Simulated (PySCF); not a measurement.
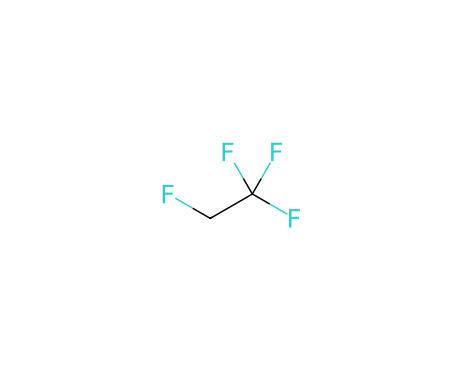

The computed structure is the end point of a PBE0-D3(BJ)/def2-SVP optimisation. No frequency run is at hand to confirm it as a minimum. Program: PySCF 2.14.0.

Tabulate HOMO–LUMO gap (eV) at these levels: B3LYP/pcSseg-2; B97-D/pcSseg-2; KT2/pcSseg-2; KT3/pcSseg-2; PBE0/pcSseg-2; mPW1PW91/pcSseg-2.

```tsv
level	HOMO–LUMO gap (eV)
B3LYP/pcSseg-2	10.65
B97-D/pcSseg-2	8.82
KT2/pcSseg-2	8.78
KT3/pcSseg-2	8.62
PBE0/pcSseg-2	11.22
mPW1PW91/pcSseg-2	11.21
```
